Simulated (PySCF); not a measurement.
## Electronic structure of CH8N2SSi2 in real space

```xyz
14

C     2.2308    0.2238   -0.1015
S     1.8743    0.1357    1.6833
Si   -0.2479   -0.0732    1.6123
N    -0.8180   -1.2420    0.4598
Si   -1.7445   -0.1302   -0.5079
N    -1.0523    1.0548    0.5634
H     1.8894   -0.6893   -0.5778
H     1.7209    1.0824   -0.5257
H     3.3053    0.3287   -0.2075
H    -0.7114   -0.1840    2.9803
H    -0.7820   -2.2434    0.4673
H    -3.1874   -0.2811   -0.3705
H    -1.2573   -0.0205   -1.8782
H    -1.2205    2.0380    0.6605
```

Geometry: GFN2-xTB.

All numbers below come from PySCF 2.14.0, CAM-B3LYP/def2-SVPD, SCF density, gas phase.

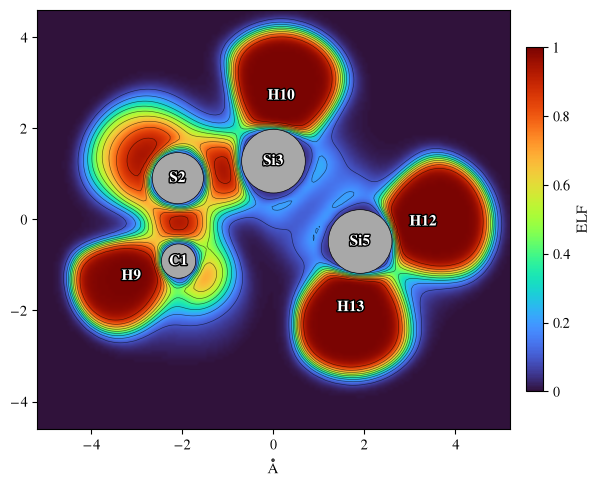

Figure 1. Electron localisation function on the plane of atoms S2, C1 and H9. Grey discs cover the atomic cores.

### What does the map show?

The plane passes through C, S, Si and H nuclei. C–S (1.82 Å): the ELF peaks at about 0.95 between the atoms (a shared electron pair). Si–S (2.13 Å): the ELF peaks at about 0.95 between the atoms; a covalent bond. C–H (1.08 Å): the ELF climbs to about 1 towards the hydrogen, as it does in any bond to H; a covalent bond by its length. Si–H (1.45 Å): the ELF climbs to about 1 towards the hydrogen. The ELF also peaks beside S2, away from the bonds: lone-pair regions.

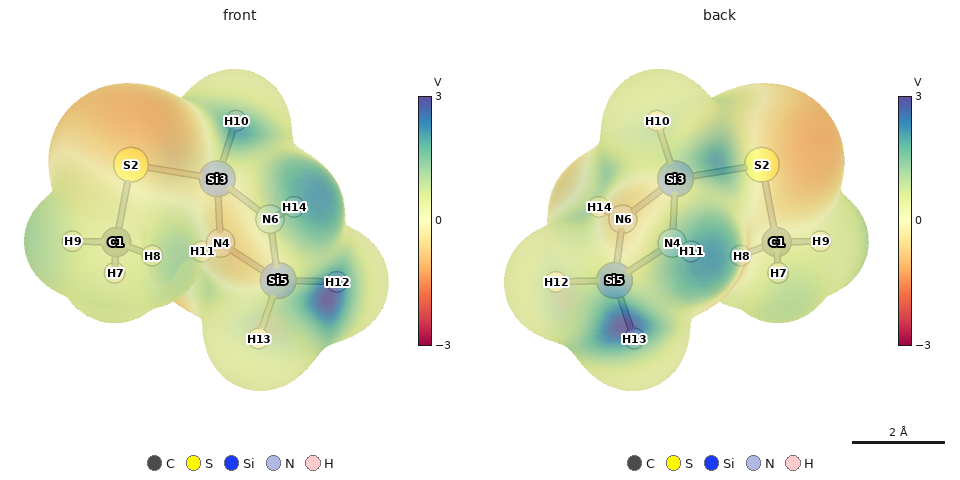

Figure 2. The molecular electrostatic potential painted on the density surface at 0.004 e/bohr³, seen from the front and from behind; red is negative and blue positive.

### Where is the surface potential most negative and most positive?

The most negative region (about −1.2 V) lies over S2, the most positive (about +2.8 V) over Si5.

### How polar is the molecule by this calculation?

Its dipole moment is 1.88 D.
